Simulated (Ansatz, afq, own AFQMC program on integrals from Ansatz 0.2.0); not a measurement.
**AlN (quintet): quantum Monte Carlo beside coupled cluster, aug-cc-pVDZ**

Aim: compute AlN (quintet) with auxiliary-field quantum Monte Carlo on the same integrals as coupled cluster, and set the energies side by side.

Method: aug-cc-pVDZ, frozen cores; program: Ansatz 0.2.0, Gaussian basis, and an in-house AFQMC program (afq) on its integrals; all values are calculated.

The runs, in order: PBE (unrestricted); r2SCAN (unrestricted); PBE0 (unrestricted); B3LYP (unrestricted); wB97M-V (unrestricted); B2PLYP (unrestricted); CCSD(T) on UHF; CCSDT(Q) on UHF; Phaseless AFQMC, CISD trial on UHF.

7 further runs of the same task are left out: 7 that didn't finish.

### Step 1. The geometry

The geometry is a PBE0/def2-TZVP stationary point (not a proven minimum) of the parent state, kept for this charge and spin.

2 atoms, charge 0, spin multiplicity 5.

Atoms are counted from 1 here; the program's logs count them from 0.

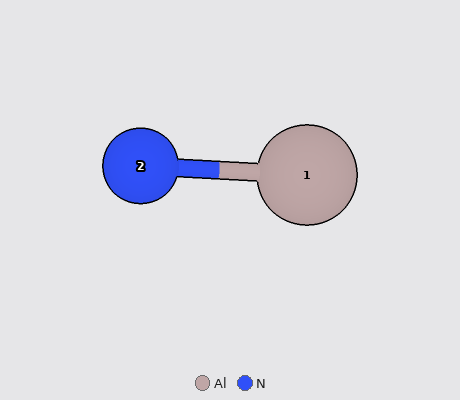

The structure; aluminium light grey, nitrogen blue; atoms are numbered from 1 in the order of the file.

Geometry (Å):

```
atom   x (Å)   y (Å)   z (Å)
 Al1  0.0000  0.0000  0.0000
  N2  0.0000  0.0000  1.7893
```

### Step 2. PBE (unrestricted)

File in.yaml:

```yaml
crystal:
  periodic: [false, false, false]
  atoms:
    - {symbol: Al, position_ang: [0.000000, 0.000000, 0.000000]}
    - {symbol: N, position_ang: [0.000000, 0.000000, 1.789283]}
basis:
  gaussian: {orbitals: aug-cc-pVDZ}
magnetization: {spin_polarized: true, initial_magnetization: 4}
hamiltonian: {xc: {name: PBE}}
output: {orbitals: {seedname: orbitals}}
```

Started as:

```bash
$ ansatz run in.yaml --threads 1 --pin off --events-out ev --progress --plain --max-ram 1382MiB
```

Log:

```text
Functional definition: PBE
  name "PBE"
  cite "Perdew, Burke & Ernzerhof, Phys. Rev. Lett. 77, 3865 (1996) doi:10.1103/PhysRevLett.77.3865"
  parent pbe
  parameter kappa = 0.804
  parameter beta = 0.06672455060314922
  exchange = pbe_x(kappa = kappa, mu = beta*pi^2/3)
  correlation = pbe_c(beta = beta)
542 factors; their error is unknown
mean field evaluation 1: about -8072.2535 eV, gradient 2.2e1 eV
mean field evaluation 2: about -8051.2488 eV, gradient 5.6e1 eV
mean field evaluation 4: about -8074.8640 eV, gradient 3.0e0 eV
mean field evaluation 8: about -8074.9218 eV, gradient 2.0e-2 eV
mean field evaluation 16: about -8072.7071 eV, gradient 6.2e0 eV
mean field -8074.92182797 eV, -296.7479037993 hartree, gradient 7.6e-6 eV, S^2 6.004443; 1 other end points of the search recorded, 0 dependent functions left out
reference -8074.92190018 eV, -296.7479064530 hartree; 12, 8 occupied and 38, 42 virtual orbitals, 542 factors
Total energy: -8074.92190018 eV, -296.7479064530 hartree
```

Run time: 1.5 s. Hardware: 1 thread of AMD EPYC 7R43 (Zen 3), shared host.

From the report: ⟨S²⟩ of the determinant 6.004 (pure quintet: 6.00).

### Step 3. r2SCAN (unrestricted)

in.yaml: that of step 2 with these lines changed.

```diff
@@ -8,3 +8,2 @@
 magnetization: {spin_polarized: true, initial_magnetization: 4}
-hamiltonian: {xc: {name: PBE}}
-output: {orbitals: {seedname: orbitals}}
+hamiltonian: {xc: {name: r2SCAN}}
```

Launched as before.

Log:

```text
Functional definition: r2SCAN
  name "r2SCAN"
  cite "Furness, Kaplan, Ning, Perdew & Sun, J. Phys. Chem. Lett. 11, 8208 (2020) doi:10.1021/acs.jpclett.0c02405"
  cite "Furness, Kaplan, Ning, Perdew & Sun, J. Phys. Chem. Lett. 11, 9248 (2020) doi:10.1021/acs.jpclett.0c03077"
  parent r2scan
  parameter k0 = 0.174
  parameter k1 = 0.065
  parameter a1 = 4.9479
  exchange = r2scan_x(k0 = k0, k1 = k1, a1 = a1)
  correlation = r2scan_c
542 factors; their error is unknown
mean field evaluation 1: about -8076.9260 eV, gradient 1.9e1 eV
mean field evaluation 2: about -8066.3530 eV, gradient 4.2e1 eV
mean field evaluation 4: about -8078.9876 eV, gradient 1.2e0 eV
mean field evaluation 8: about -8078.9754 eV, gradient 1.2e-2 eV
mean field evaluation 16: about -8078.9257 eV, gradient 1.8e0 eV
mean field -8078.97537795 eV, -296.8968690136 hartree, gradient 2.3e-5 eV, S^2 6.009829; 4 other end points of the search recorded, 0 dependent functions left out
reference -8078.97541543 eV, -296.8968703909 hartree; 12, 8 occupied and 38, 42 virtual orbitals, 542 factors
Total energy: -8078.97541543 eV, -296.8968703909 hartree
```

Wall time 3.7 s (1 thread of AMD EPYC 7R43 (Zen 3), shared host).

From the report: ⟨S²⟩ of the determinant 6.010 (pure quintet: 6.00).

### Step 4. PBE0 (unrestricted)

in.yaml: that of step 3 with these lines changed.

```diff
@@ -8,2 +8,3 @@
 magnetization: {spin_polarized: true, initial_magnetization: 4}
-hamiltonian: {xc: {name: r2SCAN}}
+hamiltonian: {xc: {name: PBE0}}
+output: {orbitals: {seedname: orbitals}}
```

The command is unchanged.

Log:

```text
Functional definition: PBE0
  name "PBE0"
  cite "Adamo & Barone, J. Chem. Phys. 110, 6158 (1999) doi:10.1063/1.478522"
  cite "Perdew, Burke & Ernzerhof, Phys. Rev. Lett. 77, 3865 (1996) doi:10.1103/PhysRevLett.77.3865"
  parent pbe
  parameter a = 0.25
  parameter kappa = 0.804
  parameter beta = 0.06672455060314922
  exchange = (1 - a)*pbe_x(kappa = kappa, mu = beta*pi^2/3) + a*exact_x
  correlation = pbe_c(beta = beta)
503 factors; integrals over basis functions are off by at most 8.0e-4 eV
mean field evaluation 1: about -8074.2837 eV, gradient 1.6e1 eV
mean field evaluation 2: about -8072.0009 eV, gradient 2.4e1 eV
mean field evaluation 4: about -8075.6973 eV, gradient 3.6e-1 eV
mean field evaluation 8: about -8075.6989 eV, gradient 7.2e-2 eV
mean field evaluation 16: about -8075.6306 eV, gradient 1.8e0 eV
mean field -8075.69892153 eV, -296.7764614610 hartree, gradient 2.9e-5 eV, S^2 6.007443; 2 other end points of the search recorded, 0 dependent functions left out
reference -8075.69897357 eV, -296.7764633733 hartree; 12, 8 occupied and 38, 42 virtual orbitals, 503 factors
Total energy: -8075.69897357 eV, -296.7764633733 hartree
```

Run time: 2 s. Hardware: 1 thread of AMD EPYC 7R43 (Zen 3), shared host.

From the report: ⟨S²⟩ of the determinant 6.007 (pure quintet: 6.00).

### Step 5. B3LYP (unrestricted)

in.yaml: that of step 4 with these lines changed.

```diff
@@ -8,3 +8,2 @@
 magnetization: {spin_polarized: true, initial_magnetization: 4}
-hamiltonian: {xc: {name: PBE0}}
-output: {orbitals: {seedname: orbitals}}
+hamiltonian: {xc: {name: B3LYP}}
```

The command is unchanged.

Log (excerpt; [...] marks lines left out):

```text
Functional definition: B3LYP
  name "B3LYP"
  cite "Stephens, Devlin, Chabalowski & Frisch, J. Phys. Chem. 98, 11623 (1994) doi:10.1021/j100096a001"
  cite "Becke, Phys. Rev. A 38, 3098 (1988) doi:10.1103/PhysRevA.38.3098"
  cite "Lee, Yang & Parr, Phys. Rev. B 37, 785 (1988) doi:10.1103/PhysRevB.37.785"
  cite "Vosko, Wilk & Nusair, Can. J. Phys. 58, 1200 (1980) doi:10.1139/p80-159"
[...]
503 factors; integrals over basis functions are off by at most 8.0e-4 eV
[...]
mean field -8080.90303954 eV, -296.9677092701 hartree, gradient 3.3e-5 eV, S^2 6.007534; 1 other end points of the search recorded, 0 dependent functions left out
reference -8080.90327482 eV, -296.9677179168 hartree; 12, 8 occupied and 38, 42 virtual orbitals, 503 factors
Total energy: -8080.90327482 eV, -296.9677179168 hartree
```

Run time: 2.2 s. Hardware: 1 thread of AMD EPYC 7R43 (Zen 3), shared host.

From the report: ⟨S²⟩ of the determinant 6.008 (pure quintet: 6.00).

### Step 6. wB97M-V (unrestricted)

in.yaml: that of step 5 with these lines changed.

```diff
@@ -8,2 +8,3 @@
 magnetization: {spin_polarized: true, initial_magnetization: 4}
-hamiltonian: {xc: {name: B3LYP}}
+hamiltonian: {xc: {name: wB97M-V}}
+output: {orbitals: {seedname: orbitals}}
```

Same command.

Log (excerpt; [...] marks lines left out):

```text
Functional definition: wB97M-V
  name "wB97M-V"
  cite "Mardirossian & Head-Gordon, J. Chem. Phys. 144, 214110 (2016) doi:10.1063/1.4952647"
  cite "Becke, J. Chem. Phys. 107, 8554 (1997) doi:10.1063/1.475007"
  cite "Vydrov & Van Voorhis, J. Chem. Phys. 133, 244103 (2010) doi:10.1063/1.3521275"
  # Of w^i u^j: cxij and so on, Table III.
[...]
  gx(w, u) = 1 - cx + cx01*u + cx10*w
  gss(w, u) = css00 + css04*u^4 + css10*w + css20*w^2 + css43*w^4*u^3
  gos(w, u) = cos00 + cos10*w + (cos20 + cos21*u)*w^2 + (cos60 + cos61*u)*w^6
[...]
      + integral(e_c_pw_mod_opposite_spin*gos(b97_w_opposite, b97_u_opposite)) + vv10(b, c)
503 factors; integrals over basis functions are off by at most 8.0e-4 eV
208 factors; integrals over basis functions are off by at most 1.9e-5 eV
[...]
mean field -8079.43268895 eV, -296.9136748828 hartree, gradient 1.6e-5 eV, S^2 6.008966; 0 other end points of the search recorded, 0 dependent functions left out
reference -8079.43274620 eV, -296.9136769866 hartree; 12, 8 occupied and 38, 42 virtual orbitals, 503 factors
Total energy: -8079.43274620 eV, -296.9136769866 hartree
```

Wall time 4.5 s (1 thread of AMD EPYC 7R43 (Zen 3), shared host).

From the report: ⟨S²⟩ of the determinant 6.009 (pure quintet: 6.00).

### Step 7. B2PLYP (unrestricted)

in.yaml: that of step 6 with these lines changed.

```diff
@@ -8,3 +8,3 @@
 magnetization: {spin_polarized: true, initial_magnetization: 4}
-hamiltonian: {xc: {name: wB97M-V}}
-output: {orbitals: {seedname: orbitals}}
+hamiltonian: {xc: {name: B2PLYP}}
+correlation: {electrons: outside_noble_gas}
```

Launched as before.

Log (excerpt; [...] marks lines left out):

```text
Functional definition: B2PLYP
  name "B2PLYP"
  cite "Grimme, J. Chem. Phys. 124, 034108 (2006) doi:10.1063/1.2148954"
  cite "Becke, Phys. Rev. A 38, 3098 (1988) doi:10.1103/PhysRevA.38.3098"
  cite "Lee, Yang & Parr, Phys. Rev. B 37, 785 (1988) doi:10.1103/PhysRevB.37.785"
[...]
503 factors; integrals over basis functions are off by at most 8.0e-4 eV
[...]
mean field -8074.73623812 eV, -296.7410834983 hartree, gradient 2.4e-6 eV, S^2 6.013660; 2 other end points of the search recorded, 0 dependent functions left out
6 core orbitals not correlated: weight in the atoms' cores, before any rotation towards them, 1.000 or more for the frozen orbitals, at most 0.000 for the correlated occupied ones
reference -8074.73638205 eV, -296.7410887876 hartree; 6, 2 occupied and 38, 42 virtual orbitals, 503 factors
second order -4.29729696 eV of doubles, -0.00000000 eV of singles
Total energy: -8075.89665223 eV, -296.7837279303 hartree
```

Run time: 2.1 s. Hardware: 1 thread of AMD EPYC 7R43 (Zen 3), shared host.

From the report: ⟨S²⟩ of the determinant 6.014 (pure quintet: 6.00).

### Step 8. CCSD(T) on UHF

in.yaml: that of step 7 with these lines changed.

```diff
@@ -8,3 +8,2 @@
 magnetization: {spin_polarized: true, initial_magnetization: 4}
-hamiltonian: {xc: {name: B2PLYP}}
-correlation: {electrons: outside_noble_gas}
+correlation: {method: ccsd_t, electrons: outside_noble_gas, hamiltonian_folder: ham}
```

Same command.

Log (excerpt; [...] marks lines left out):

```text
Functional definition: HF
  name "HF"
  cite "Fock, Z. Phys. 61, 126 (1930) doi:10.1007/BF01340294"
  parent pbe
[...]
503 factors; integrals over basis functions are off by at most 8.0e-4 eV
[...]
mean field -8060.79734343 eV, -296.2288385663 hartree, gradient 1.7e-6 eV, S^2 6.021378; 15 other end points of the search recorded, 0 dependent functions left out
determinant -8060.79734343 eV, -296.2288385663 hartree, with singles and doubles -8064.77517491 eV, -296.3750211769 hartree
determinant -8059.37260394 eV, -296.1764803559 hartree, with singles and doubles -8063.32973176 eV, -296.3219021210 hartree
determinant -8059.07479948 eV, -296.1655362439 hartree, with singles and doubles -8062.97768129 eV, -296.3089645049 hartree
determinant -8058.26098478 eV, -296.1356291054 hartree, with singles and doubles -8062.59206524 eV, -296.2947933765 hartree
6 core orbitals not correlated: weight in the atoms' cores, before any rotation towards them, 1.000 or more for the frozen orbitals, at most 0.000 for the correlated occupied ones
reference -8060.79734343 eV, -296.2288385663 hartree; 6, 2 occupied and 38, 42 virtual orbitals, 503 factors
second order -3.34831482 eV of doubles, -0.00000000 eV of singles
cycle   1  -3.99205045 eV  change   -2.0e-1 eV  update   2.5e-2
[...]
cycle  11  -4.02623470 eV  change    1.2e-6 eV  update   4.5e-6
perturbative correction -0.12847797 eV, -0.0047214783 hartree
Total energy: -8064.95205610 eV, -296.3815214407 hartree
```

Wall time 8.5 s (1 thread of AMD EPYC 7R43 (Zen 3), shared host).

From the report: ⟨S²⟩ of the determinant 6.021 (pure quintet: 6.00); correlation -4.1547 eV; T1 0.031; largest double amplitude 0.03.

This run also writes the integrals to the folder ham.

### Step 9. CCSDT(Q) on UHF

in.yaml: that of step 8 with these lines changed.

```diff
@@ -8,2 +8,2 @@
 magnetization: {spin_polarized: true, initial_magnetization: 4}
-correlation: {method: ccsd_t, electrons: outside_noble_gas, hamiltonian_folder: ham}
+correlation: {method: ccsdt_q, electrons: outside_noble_gas}
```

Launched as before.

Log (excerpt; [...] marks lines left out):

```text
Functional definition: HF
  name "HF"
  cite "Fock, Z. Phys. 61, 126 (1930) doi:10.1007/BF01340294"
  parent pbe
[...]
839 factors; integrals over basis functions are off by at most 1.3e-7 eV
[...]
mean field -8060.79738387 eV, -296.2288400526 hartree, gradient 1.7e-6 eV, S^2 6.021378; 13 other end points of the search recorded, 0 dependent functions left out
determinant -8060.79738387 eV, -296.2288400526 hartree, with singles and doubles -8064.77521920 eV, -296.3750228047 hartree
determinant -8059.37264403 eV, -296.1764818289 hartree, with singles and doubles -8063.32977509 eV, -296.3219037133 hartree
determinant -8059.07483995 eV, -296.1655377311 hartree, with singles and doubles -8062.97772520 eV, -296.3089661184 hartree
determinant -8058.26102621 eV, -296.1356306276 hartree, with singles and doubles -8062.59211192 eV, -296.2947950917 hartree
6 core orbitals not correlated: weight in the atoms' cores, before any rotation towards them, 1.000 or more for the frozen orbitals, at most 0.000 for the correlated occupied ones
reference -8060.79738387 eV, -296.2288400526 hartree; 6, 2 occupied and 38, 42 virtual orbitals, 839 factors
second order -3.34831834 eV of doubles, -0.00000000 eV of singles
cycle   1  -3.78255791 eV  change   -4.3e-1 eV  update   7.1e-2
[...]
cycle  22  -4.18515238 eV  change   -3.5e-7 eV  update   3.2e-7
perturbative correction -0.00835193 eV, -0.0003069279 hartree
Total energy: -8064.99088818 eV, -296.3829484934 hartree
```

Run time: 38 s. Hardware: 1 thread of AMD EPYC 7R43 (Zen 3), shared host; peak memory 0.33 GiB.

From the report: ⟨S²⟩ of the determinant 6.021 (pure quintet: 6.00); correlation -4.1935 eV; T1 0.035; largest double amplitude 0.04.

### Step 10. Phaseless AFQMC, CISD trial on UHF

It reads the integrals that the CCSD(T) run on this determinant wrote.

Started as:

```bash
$ afq ham --method phaseless --trial cisd --walkers 60 --populations 1 --least-time 40 --time-step 0.005 --steps-per-block 50 --equilibration-blocks 28 --max-blocks 300 --target-error 0.00034 --factor-cut 1e-05 --start spin_pure --seed 5368 --release-times 0.24,0.51,0.99,1.62,2.4 --release-step 0.03 --release-every 4 --taylor-order 6
```

Log:

```text
orbitals 44  electrons 6 2  factors 316 of 503
reference energy -296.22883857 Eh
CCSD correlation -0.14796160 Eh in 13 cycles, weight of the determinant in the CISD state 0.9110
energy of the start -296.376521 Eh
 block  time / (1/Eh)  mean weight  energy / Eh
     1     0.250  1.0009  -296.376219
     2     0.500  1.0000  -296.376645
     3     0.750  0.9988  -296.378013
     4     1.000  1.0005  -296.377114
     5     1.250  1.0002  -296.378580
     6     1.500  0.9976  -296.379613
     7     1.750  1.0000  -296.379124
     8     2.000  0.9999  -296.382270
     9     2.250  0.9997  -296.380391
    10     2.500  1.0007  -296.380738
    13     3.250  0.9997  -296.379098
    19     4.750  1.0014  -296.379421
    25     6.250  1.0010  -296.380963
    31     7.750  0.9972  -296.376788
    37     9.250  1.0007  -296.381342
    43    10.750  1.0020  -296.382692
    49    12.250  1.0027  -296.380575
    55    13.750  0.9983  -296.381220
    61    15.250  1.0018  -296.386744
    67    16.750  0.9978  -296.381054
    73    18.250  1.0004  -296.385269
    79    19.750  0.9972  -296.381755
    85    21.250  0.9995  -296.379209
    91    22.750  1.0009  -296.378476
    97    24.250  1.0023  -296.388829
   103    25.750  1.0001  -296.380742
   109    27.250  0.9993  -296.382127
   115    28.750  1.0014  -296.385214
   121    30.250  1.0013  -296.382549
   127    31.750  0.9998  -296.383333
   133    33.250  0.9996  -296.381744
   139    34.750  1.0006  -296.383846
   145    36.250  0.9999  -296.378203
   151    37.750  1.0009  -296.384474
   157    39.250  0.9996  -296.378673
   163    40.750  0.9987  -296.383144
   169    42.250  1.0017  -296.386422
   175    43.750  0.9998  -296.381140
   181    45.250  1.0005  -296.383965
   187    46.750  0.9977  -296.387714
   193    48.250  1.0000  -296.382999
   199    49.750  0.9996  -296.382405
   205    51.250  1.0011  -296.389270
   211    52.750  1.0027  -296.387989
   217    54.250  1.0012  -296.389702
   223    55.750  1.0005  -296.381495
   229    57.250  1.0013  -296.382234
   235    58.750  0.9994  -296.383793
   241    60.250  1.0008  -296.379483
   247    61.750  0.9994  -296.378491
   253    63.250  1.0003  -296.382327
   259    64.750  1.0009  -296.383064
   265    66.250  1.0002  -296.384620
   271    67.750  1.0003  -296.387157
   277    69.250  1.0000  -296.384492
blocks merged  error / Eh  count
     1  0.000184  250
     2  0.000226  125
     4  0.000285  62
     8  0.000327  31
    16  0.000352  15
released: time / (1/Eh)  energy / Eh  error  mean overlap
  0.24  -296.382905  0.000327  0.9943
  0.51  -296.382820  0.000313  0.9979
  0.99  -296.383061  0.000243  0.9869
  1.62  -296.382696  0.000290  0.9953
  2.40  -296.383251  0.000423  0.9930
energy -296.382608 +/- 0.000327 Eh
```

Wall time 8.3 min (1 thread of AMD EPYC 7R43 (Zen 3), shared host).

Energy -8064.9816 ± 0.0089 eV. Caveats: constraint bias not in the error.

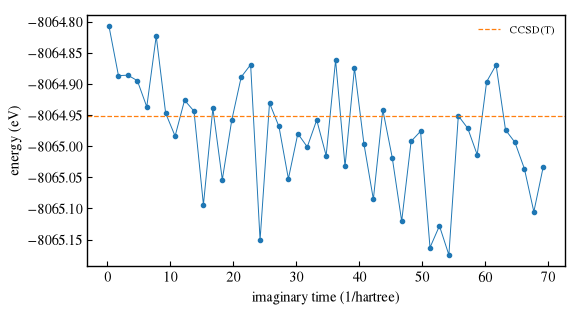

Block energies along the walk.

### Step 11. All levels side by side

On the UHF determinant, counted from CCSDT(Q) (a yardstick, not exact):

```
                                              level  energy (eV)  from CCSDT(Q) (kJ/mol)  statistical error (kJ/mol)     time
                                                 HF   -8060.7973                  +404.6                                     
                                                MP2   -8064.1457                   +81.6                                     
                                               CCSD   -8064.8236                   +16.1                                     
                                            CCSD(T)   -8064.9521                    +3.7                                     
                                           CCSDT(Q)   -8064.9909                     0.0                                     
Phaseless AFQMC, CISD trial, step 0.005, 60 walkers   -8064.9816                    +0.9                         0.9  8.3 min
```

The functionals' totals stand on their own zeros and serve differences with other points: PBE -8074.922 eV; r2SCAN -8078.975 eV; PBE0 -8075.699 eV; B3LYP -8080.903 eV; wB97M-V -8079.433 eV; B2PLYP -8075.897 eV.

### Step 12. What came out

```
                                        quantity              value
                    CCSD(T) on UHF from CCSDT(Q)        +3.7 kJ/mol
Phaseless AFQMC, CISD trial on UHF from CCSDT(Q)  +0.9 ± 0.9 kJ/mol
```

In words: On UHF the phaseless walk with the CISD trial lies +0.9 kJ/mol from CCSDT(Q), within three error bars. Error bars are statistical and leave out the constraint, the time step and what remains of the start.
